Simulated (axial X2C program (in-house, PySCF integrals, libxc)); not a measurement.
# MgF: bond curves with and without spin–orbit coupling

What are the state, bond length, wavenumber and bond energy of MgF, and what does spin–orbit coupling change?

The runs use an in-house X2C program for linear molecules on PySCF integrals; all-electron X2C, Mg dyall-cv3z, F dyall-av3z.

All values are calculated.

## Step 1: Set-up

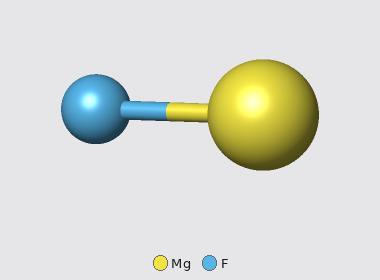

The two atoms at 2.030 Å (magnesium yellow, fluorine blue).

File task.json:

```json
{"zs": [12, 9], "q": 0, "bas": ["dyall-cv3z", "dyall-av3z"], "levels": ["PBE0", "HF", "BHandHLYP"], "cc": true, "r0": 2.03, "thr": -2.0, "nmax": 90, "npts": 10, "nst": 2, "ntry": 6}
```

Keys: zs atomic numbers; q charge; bas basis sets; levels methods (HF also brings MP2); cc coupled cluster on or off; r0 starting distance in Å; thr threshold in hartree for freezing inner shells (an s shell follows its p shell); nmax most natural virtual spinors; npts points asked for on the curve; nst determinants followed; ntry starts of the search.

Launch:

```bash
$ python so2c.py task.json out
```

Spin-free means the one-electron spin-free X2C Hamiltonian; two-component (2c) means X2C with spin–orbit coupling and atomic mean-field two-electron Coulomb and Gaunt terms. Basis: Mg dyall-cv3z contracted to [9s8p6d3f], F dyall-av3z contracted to [7s6p3d2f]; Gaussian nuclei, density fitting. Masses: Mg 23.985 u, F 18.998 u.

Notation: σ, π±, δ± give the projection m of an orbital's angular momentum (0, ±1, ±2), α and β its spin, Λ and M_S the sums; ω is the projection of a spinor's total angular momentum and Ω the sum. Logs are in hartree.

The results follow Hamiltonian by Hamiltonian and level by level.

## Step 2: Search for the lowest determinant

PBE0 moves the distance from 2.030 Å to 1.762 Å and compares determinants there.

Spin-free determinants:

```csv
ΔE (eV),state,open shells
0.00,"M_S = 1/2, Λ = 0",beyond closed shells: σα
3.35,"M_S = 1/2, Λ = 1",beyond closed shells: π+α
6.30,"M_S = 1/2, Λ = 1","beyond closed shells: π+α, π+β, π-α"
8.23,"M_S = 3/2, Λ = 2","beyond closed shells: σα, 2 × π+α, π+β, π-α"
8.23,"M_S = 3/2, Λ = 0","beyond closed shells: σα, π+α, π+β, 2 × π-α"
```

Two-component determinants:

```csv
ΔE (eV),state,open shells
0.00,Ω = 1/2,excess of +ω over −ω: ω = 1/2
3.35,Ω = 3/2,excess of +ω over −ω: ω = 3/2
6.28,Ω = 3/2,excess of +ω over −ω: ω = 3/2
8.22,Ω = 7/2,"excess of +ω over −ω: ω = 1/2, 2 × ω = 3/2"
8.33,Ω = 5/2,"excess of +ω over −ω: 2 × ω = 1/2, ω = 3/2"
```

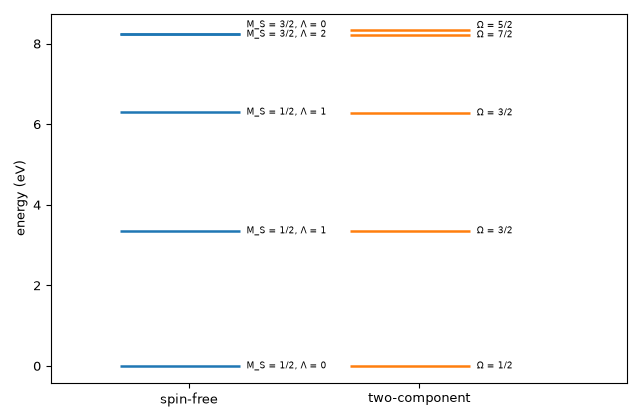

The determinants found, each set from its own lowest.

## Step 3: PBE0, spin-free

State followed: M_S = 1/2, Λ = 0 (beyond closed shells: σα). The scan is laid around 1.762 Å, a first estimate of the minimum, and this SCF restarts from the orbitals of the search.

Output at 1.762 Å:

```text
spin-free X2C-1e  PBE0
basis functions 138  fitting functions 582  grid points 4353
iter        total energy     max residual
   1       -300.217008500     2.71e-05
   2       -300.217008505     1.44e-05
converged
one-electron -485.19975475  Coulomb 179.42211498  exact exchange -6.54923579  xc functional -20.32551250  nuclear repulsion 32.43537956
```

Along the bond, energies from the lowest point:

| R (Å) | E (eV) | μ (D) | HOMO (eV) | LUMO (eV) | iterations |
| --- | --- | --- | --- | --- | --- |
| 1.533 | 0.7409 | -2.23 | -5.42 | -2.30 | 25 |
| 1.603 | 0.2996 | -2.52 | -5.52 | -2.39 | 21 |
| 1.656 | 0.1145 | -2.74 | -5.60 | -2.46 | 21 |
| 1.709 | 0.0222 | -2.97 | -5.67 | -2.54 | 18 |
| 1.762 | 0.0000 | -3.21 | -5.75 | -2.61 | 2 |
| 1.824 | 0.0406 | -3.50 | -5.84 | -2.71 | 20 |
| 1.885 | 0.1330 | -3.79 | -5.93 | -2.81 | 17 |
| 1.965 | 0.3037 | -4.18 | -6.04 | -2.94 | 18 |
| 2.062 | 0.5611 | -4.65 | -6.18 | -3.11 | 18 |
| 2.203 | 0.9794 | -5.35 | -6.37 | -3.35 | 20 |

Dipoles are positive if F is the positive end.

Outer orbitals at the reference distance:

```
symmetry  occupied  ε (eV)             atomic character
      σα       yes  -29.79    83% F s, 6% Mg d, 5% Mg p
      σβ       yes  -29.70    83% F s, 6% Mg p, 6% Mg d
      σα       yes  -10.42    89% F p, 6% Mg s, 2% Mg p
      σβ       yes  -10.18    90% F p, 5% Mg s, 3% Mg p
     π-α       yes   -9.58    92% F p, 3% Mg d, 3% Mg p
     π+α       yes   -9.58    92% F p, 3% Mg d, 3% Mg p
     π-β       yes   -9.55    92% F p, 3% Mg d, 3% Mg p
     π+β       yes   -9.55    92% F p, 3% Mg d, 3% Mg p
      σα       yes   -5.75   64% Mg s, 23% Mg p, 8% F p
      σβ        no   -2.61   71% Mg s, 13% Mg p, 8% F p
     π-α        no   -1.03    89% Mg p, 6% Mg d, 4% F p
     π+α        no   -1.03    89% Mg p, 6% Mg d, 4% F p
      σα        no    0.11  78% Mg p, 12% Mg d, 5% Mg s
```

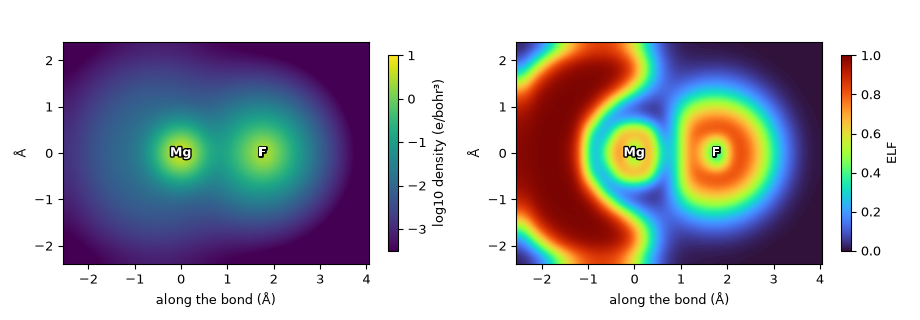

PBE0 fields in a plane through the axis, from a grid of 0.3 Å; Mg lies at z = 0 and F at z = 1.762 Å; the ELF is damped to zero where the density is low.

Re = 1.755 Å, ωe = 710 cm⁻¹, ωexe = 4.34 cm⁻¹, Be = 0.5162 cm⁻¹, De = 4.53 eV, μ = -3.18 D.

## Step 4: HF, spin-free

The SCF at the reference distance of 1.762 Å:

```text
spin-free X2C-1e  HF
basis functions 138  fitting functions 582  grid points 4353
iter        total energy     max residual
   1       -299.539203365     9.99e-02
   2       -299.551463956     7.65e-03
   3       -299.551947367     4.32e-03
   4       -299.552056132     2.17e-03
   5       -299.552069357     3.69e-04
   6       -299.552071907     1.84e-04
   7       -299.552072046     5.51e-05
   8       -299.552072074     1.19e-05
   9       -299.552072078     1.27e-05
  10       -299.552072080     2.87e-06
converged
one-electron -485.36371845  Coulomb 179.65723961  exact exchange -26.28097279  xc functional 0.00000000  nuclear repulsion 32.43537956
```

Re = 1.737 Å, ωe = 749 cm⁻¹, ωexe = 4.32 cm⁻¹, Be = 0.5268 cm⁻¹, De = 3.47 eV, μ = -3.06 D.

## Step 5: BHandHLYP, spin-free

The SCF at the reference distance of 1.762 Å:

```text
spin-free X2C-1e  BHandHLYP
basis functions 138  fitting functions 582  grid points 4353
iter        total energy     max residual
   1       -300.381897411     3.24e-02
   2       -300.382607062     6.79e-03
   3       -300.382809895     7.03e-03
   4       -300.382864122     6.86e-04
   5       -300.382865344     2.40e-04
   6       -300.382865538     4.53e-05
   7       -300.382865549     1.02e-05
   8       -300.382865551     1.70e-06
converged
one-electron -485.38988843  Coulomb 179.64359254  exact exchange -13.11655937  xc functional -13.95538985  nuclear repulsion 32.43537956
```

Re = 1.743 Å, ωe = 732 cm⁻¹, ωexe = 4.39 cm⁻¹, Be = 0.5233 cm⁻¹, De = 4.21 eV, μ = -3.30 D.

## Step 6: MP2 and beyond, spin-free

Correlated methods: 9 electrons correlated (frozen shells, counted by type: Mg 2 s, 1 p; F 1 s), 241 virtual spinors in MP2, 87 natural virtuals in coupled cluster.

Output of the correlated part at 1.762 Å:

```text
correlated 9  virtual 241  natural virtual 87  E(MP2) -0.294862279  MP2 remainder -0.002464579
iter   CCSD correlation   residual
   1     -0.283018035   8.76e-02
   2     -0.288522248   3.38e-02
   3     -0.289999727   1.01e-02
   4     -0.289955508   2.93e-03
   5     -0.289936976   8.60e-04
   6     -0.289942410   2.78e-04
   7     -0.289940580   9.35e-05
   8     -0.289941046   2.17e-05
   9     -0.289940902   7.43e-06
  10     -0.289940912   2.61e-06
(T) -0.009213586  T1 0.0182  D1 0.0259  max T2 0.031
```

T1 in the output is the amplitude norm over the root of the electron number; divide by √2 for the Lee–Taylor value.

MP2: Re = 1.769 Å, ωe = 700 cm⁻¹, Be = 0.5081 cm⁻¹, De = 5.08 eV.

CCSD: Re = 1.759 Å, ωe = 716 cm⁻¹, ωexe = 4.12 cm⁻¹, Be = 0.5141 cm⁻¹, De = 4.42 eV. T1 at Re = 0.013 (Lee–Taylor, the printed value over √2).

CCSD(T): Re = 1.764 Å, ωe = 708 cm⁻¹, ωexe = 4.11 cm⁻¹, Be = 0.5113 cm⁻¹, De = 4.56 eV. T1 at Re = 0.013 (Lee–Taylor, the printed value over √2).

## Step 7: The spin-free curves together

Energy (eV) of the followed determinant, spin-free, from each level's lowest point:

| R (Å) | PBE0 | HF | MP2 | CCSD | CCSD(T) | BHandHLYP |
| --- | --- | --- | --- | --- | --- | --- |
| 1.533 | 0.741 | 0.668 | 0.831 | n/a | n/a | 0.686 |
| 1.603 | 0.300 | 0.245 | 0.355 | 0.321 | 0.336 | 0.261 |
| 1.656 | 0.115 | 0.077 | 0.148 | 0.126 | 0.136 | 0.089 |
| 1.709 | 0.022 | 0.003 | 0.038 | 0.027 | 0.032 | 0.009 |
| 1.762 | 0.000 | 0.000 | 0.000 | 0.000 | 0.000 | 0.000 |
| 1.824 | 0.041 | 0.064 | 0.025 | 0.038 | 0.032 | 0.055 |
| 1.885 | 0.133 | 0.180 | 0.106 | 0.129 | 0.118 | 0.162 |
| 1.965 | 0.304 | 0.381 | 0.265 | 0.302 | 0.284 | 0.350 |
| 2.062 | 0.561 | 0.675 | 0.513 | n/a | n/a | 0.627 |
| 2.203 | 0.979 | 1.144 | 0.927 | n/a | n/a | 1.072 |

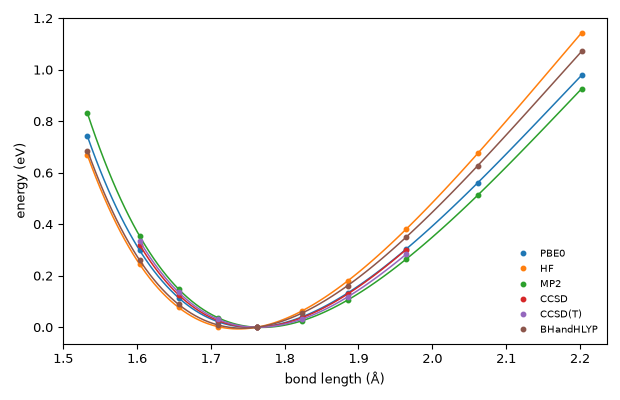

Curves of the followed state, spin-free, each from its own lowest point.

## Step 8: PBE0, 2c

State followed: Ω = 1/2 (excess of +ω over −ω: ω = 1/2). The scan is laid around 1.762 Å, a first estimate of the minimum, and this SCF restarts from the orbitals of the search.

The SCF at the reference distance of 1.762 Å:

```text
two-component X2C + atomic mean field  PBE0
basis functions 138  fitting functions 582  grid points 4353
iter        total energy     max residual
   1       -300.189179906     4.76e-05
   2       -300.189179908     3.04e-05
   3       -300.189179909     2.91e-06
converged
one-electron -485.12354630  Coulomb 179.39764466  exact exchange -6.54831901  xc functional -20.32265591  nuclear repulsion 32.43537956  atomic mean-field constant -0.02768291
```

Along the bond, energies from the lowest point:

| R (Å) | E (eV) | μ (D) | HOMO (eV) | LUMO (eV) | iterations |
| --- | --- | --- | --- | --- | --- |
| 1.533 | 0.7420 | -2.23 | -5.42 | -2.30 | 25 |
| 1.603 | 0.3003 | -2.51 | -5.52 | -2.39 | 22 |
| 1.656 | 0.1149 | -2.74 | -5.60 | -2.46 | 21 |
| 1.709 | 0.0224 | -2.97 | -5.67 | -2.54 | 19 |
| 1.762 | 0.0000 | -3.21 | -5.75 | -2.61 | 3 |
| 1.824 | 0.0404 | -3.50 | -5.84 | -2.71 | 21 |
| 1.885 | 0.1326 | -3.79 | -5.93 | -2.81 | 17 |
| 1.965 | 0.3032 | -4.18 | -6.04 | -2.94 | 19 |
| 2.062 | 0.5605 | -4.65 | -6.18 | -3.11 | 18 |
| 2.203 | 0.9786 | -5.35 | -6.37 | -3.35 | 21 |

Dipoles are positive if F is the positive end.

Outer spinors at the reference distance:

```tsv
ω	occupied	ε (eV)	atomic character	λ mixture
1/2	yes	-29.79	83% F s, 6% Mg d, 6% Mg p	100% σ
-1/2	yes	-29.70	83% F s, 6% Mg p, 6% Mg d	100% σ
1/2	yes	-10.42	89% F p, 6% Mg s, 2% Mg p	100% σ
-1/2	yes	-10.18	90% F p, 5% Mg s, 3% Mg p	100% σ
-1/2	yes	-9.59	92% F p, 3% Mg d, 3% Mg p	100% π
1/2	yes	-9.57	92% F p, 3% Mg d, 3% Mg p	100% π
3/2	yes	-9.56	92% F p, 3% Mg d, 3% Mg p	100% π
-3/2	yes	-9.54	92% F p, 3% Mg d, 3% Mg p	100% π
1/2	yes	-5.75	64% Mg s, 23% Mg p, 8% F p	100% σ
-1/2	no	-2.61	71% Mg s, 13% Mg p, 8% F p	100% σ
-1/2	no	-1.03	89% Mg p, 6% Mg d, 4% F p	100% π
3/2	no	-1.02	89% Mg p, 6% Mg d, 4% F p	100% π
1/2	no	0.11	78% Mg p, 12% Mg d, 5% Mg s	99% σ, 1% π
```

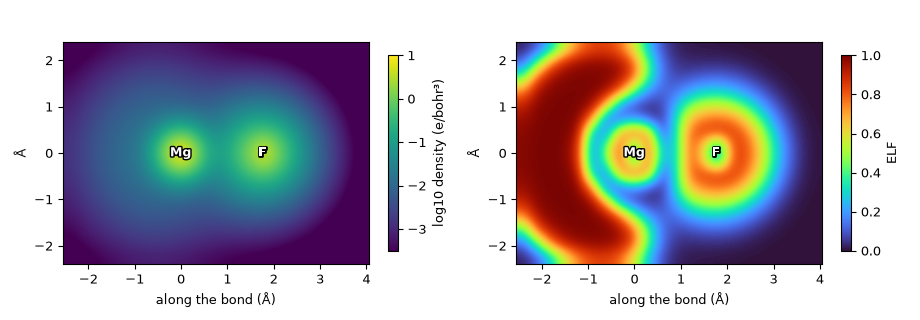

PBE0 fields in a plane through the axis, from a grid of 0.3 Å; Mg lies at z = 0 and F at z = 1.762 Å; the ELF is damped to zero where the density is low.

Re = 1.755 Å, ωe = 710 cm⁻¹, ωexe = 4.33 cm⁻¹, Be = 0.5161 cm⁻¹, De = 4.52 eV, μ = -3.18 D.

## Step 9: HF, 2c

The SCF at the reference distance of 1.762 Å:

```text
two-component X2C + atomic mean field  HF
basis functions 138  fitting functions 582  grid points 4353
iter        total energy     max residual
   1       -299.511481018     9.99e-02
   2       -299.523737721     7.66e-03
   3       -299.524221102     4.32e-03
   4       -299.524329909     2.17e-03
   5       -299.524343122     3.67e-04
   6       -299.524345670     1.84e-04
   7       -299.524345809     5.51e-05
   8       -299.524345837     1.19e-05
   9       -299.524345841     1.27e-05
  10       -299.524345843     2.87e-06
converged
one-electron -485.28729868  Coulomb 179.63252951  exact exchange -26.27727333  xc functional 0.00000000  nuclear repulsion 32.43537956  atomic mean-field constant -0.02768291
```

Re = 1.738 Å, ωe = 749 cm⁻¹, ωexe = 4.32 cm⁻¹, Be = 0.5267 cm⁻¹, De = 3.45 eV, μ = -3.06 D.

## Step 10: BHandHLYP, 2c

Output at 1.762 Å:

```text
two-component X2C + atomic mean field  BHandHLYP
basis functions 138  fitting functions 582  grid points 4353
iter        total energy     max residual
   1       -300.354050932     3.24e-02
   2       -300.354760160     6.79e-03
   3       -300.354963121     7.03e-03
   4       -300.355017293     6.85e-04
   5       -300.355018510     2.40e-04
   6       -300.355018705     4.54e-05
   7       -300.355018715     1.03e-05
   8       -300.355018717     1.71e-06
converged
one-electron -485.31347372  Coulomb 179.61889017  exact exchange -13.11471168  xc functional -13.95342013  nuclear repulsion 32.43537956  atomic mean-field constant -0.02768291
```

Re = 1.743 Å, ωe = 732 cm⁻¹, ωexe = 4.39 cm⁻¹, Be = 0.5232 cm⁻¹, De = 4.21 eV, μ = -3.30 D.

## Step 11: Correlated methods, 2c

Correlated methods: 9 electrons correlated (frozen shells, counted by type: Mg 2 s, 1 p; F 1 s), 241 virtual spinors in MP2, 87 natural virtuals in coupled cluster.

Output of the correlated part at 1.762 Å:

```text
correlated 9  virtual 241  natural virtual 87  E(MP2) -0.294827544  MP2 remainder -0.002465190
iter   CCSD correlation   residual
   1     -0.282993000   8.76e-02
   2     -0.288495298   3.38e-02
   3     -0.289972795   1.01e-02
   4     -0.289928549   2.93e-03
   5     -0.289910016   8.60e-04
   6     -0.289915445   2.78e-04
   7     -0.289913618   9.35e-05
   8     -0.289914083   2.17e-05
   9     -0.289913939   7.43e-06
  10     -0.289913949   2.61e-06
(T) -0.009213092  T1 0.0182  D1 0.0259  max T2 0.031
```

MP2: Re = 1.769 Å, ωe = 700 cm⁻¹, Be = 0.508 cm⁻¹, De = 5.07 eV.

CCSD: Re = 1.759 Å, ωe = 715 cm⁻¹, ωexe = 3.85 cm⁻¹, Be = 0.5139 cm⁻¹, De = 4.41 eV. T1 at Re = 0.013 (Lee–Taylor, the printed value over √2).

CCSD(T): Re = 1.764 Å, ωe = 706 cm⁻¹, ωexe = 3.66 cm⁻¹, Be = 0.511 cm⁻¹, De = 4.54 eV. T1 at Re = 0.013 (Lee–Taylor, the printed value over √2).

## Step 12: The 2c curves together

Energy (eV) of the followed determinant, 2c, from each level's lowest point:

| R (Å) | PBE0 | HF | MP2 | CCSD | CCSD(T) | BHandHLYP |
| --- | --- | --- | --- | --- | --- | --- |
| 1.533 | 0.742 | 0.669 | 0.832 | n/a | n/a | 0.687 |
| 1.603 | 0.300 | 0.246 | 0.356 | 0.322 | 0.337 | 0.262 |
| 1.656 | 0.115 | 0.077 | 0.149 | 0.127 | 0.137 | 0.089 |
| 1.709 | 0.022 | 0.003 | 0.038 | 0.027 | 0.032 | 0.010 |
| 1.762 | 0.000 | 0.000 | 0.000 | 0.000 | 0.000 | 0.000 |
| 1.824 | 0.040 | 0.064 | 0.025 | 0.037 | 0.031 | 0.055 |
| 1.885 | 0.133 | 0.179 | 0.105 | 0.128 | 0.117 | 0.162 |
| 1.965 | 0.303 | 0.381 | 0.264 | 0.301 | 0.282 | 0.350 |
| 2.062 | 0.560 | 0.674 | 0.512 | n/a | n/a | 0.627 |
| 2.203 | 0.979 | 1.144 | 0.926 | n/a | n/a | 1.071 |

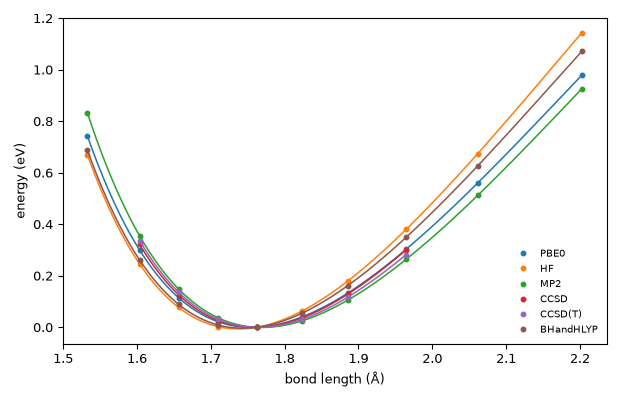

Curves of the followed state, 2c, each from its own lowest point.

The whole job took 66 s on 1 thread of AMD EPYC 7B13 (Zen 3), shared host; peak memory 0.52 GiB.

## Step 13: Results

Lowest determinant that the search found at its distance, spin-free: M_S = 1/2, Λ = 0 (beyond closed shells: σα).

Lowest determinant that the search found at its distance, 2c: Ω = 1/2 (excess of +ω over −ω: ω = 1/2).

```
Hamiltonian      level  Re (Å)  ωe (cm⁻¹)  De (eV)  μ (D)
  spin-free       PBE0   1.755        710     4.53  -3.18
  spin-free         HF   1.737        749     3.47  -3.06
  spin-free        MP2   1.769        700     5.08    n/a
  spin-free       CCSD   1.759        716     4.42    n/a
  spin-free    CCSD(T)   1.764        708     4.56    n/a
  spin-free  BHandHLYP   1.743        732     4.21  -3.30
         2c       PBE0   1.755        710     4.52  -3.18
         2c         HF   1.738        749     3.45  -3.06
         2c        MP2   1.769        700     5.07    n/a
         2c       CCSD   1.759        715     4.41    n/a
         2c    CCSD(T)   1.764        706     4.54    n/a
         2c  BHandHLYP   1.743        732     4.21  -3.30
```

Dipoles are positive if F is the positive end.

Time per point (s) on 1 thread of AMD EPYC 7B13 (Zen 3), shared host (2c runs; CCSD comes with the CCSD(T) run); the times are rough: PBE0 0.42, HF 0.2, MP2 0.29, CCSD(T) 2.5, BHandHLYP 0.42.

**Reading.** At CCSD(T), going from spin-free to two-component changes Re by +1 mÅ, ωe by -0.3 %; the spin-free picture holds up (part of it comes from the scalar share of the two-electron terms). De moves by -0.02 eV; both De rest on single-determinant atoms, which can miss part of an open shell's spin–orbit lowering.

De refers to Mg + F, each in the lowest determinant found, which need not be this curve's own limit. Each curve is one determinant whose occupation by symmetry is held fixed; it was picked as the lowest of a PBE0 search that is not exhaustive. De is counted from the lowest determinant-based energies of the atoms at the same level, without counterpoise correction. Density functionals use the spin component along the axis (collinear). Coupled cluster ran in a truncated set of natural virtual spinors; the MP2 energy of the rest was added.
